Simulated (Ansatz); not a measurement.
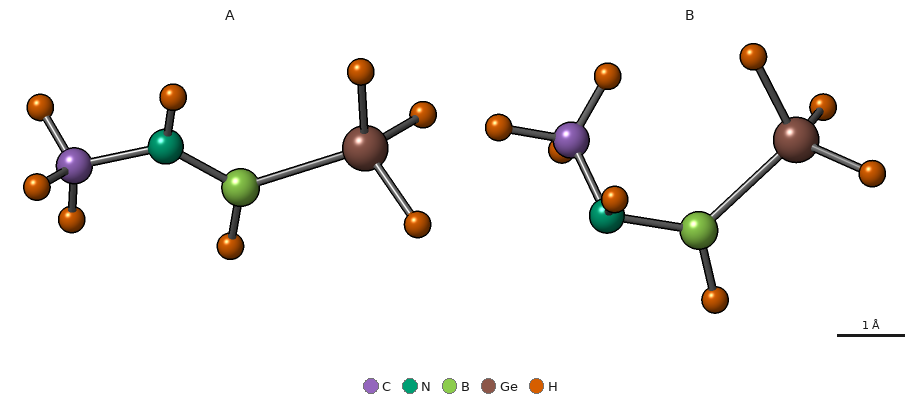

Two geometries of CH8BGeN, drawn at one scale. One is the start of a relaxation, the other its converged end. The picture is a ball-and-stick view, seen face on.

All numbers below come from RKS PBE0-D4/def2-SVP (Ansatz). Set-up: no spin polarisation; force threshold 0.015 eV/Å; at most 40 steps.

Question: Which one is relaxed?

Answer: Structure A is the relaxed one. The run prepares an end point of a later path (torsion) calculation, from a guessed geometry. Over 15 geometry steps the energy falls by 45.5 kcal/mol. Largest force component: 2.6 eV/Å at the start, 0.012 eV/Å at the end. The atom that moves furthest after the best rigid fit is an H atom (1.78 Å). By element the largest moves are H 1.78 Å, N 1.12 Å, B 0.70 Å, C 0.68 Å, Ge 0.51 Å. Among the contacts that change: B–N 1.504 → 1.387 Å, C–H 1.176 → 1.103 Å, B–Ge 2.007 → 2.063 Å, Ge–H 1.493 → 1.545 Å. Among the angles between lasting bonds that change: C–N–B 107.8° → 127.2°, B–N–H 106.2° → 119.2°, H–Ge–H 113.6° → 106.4°.
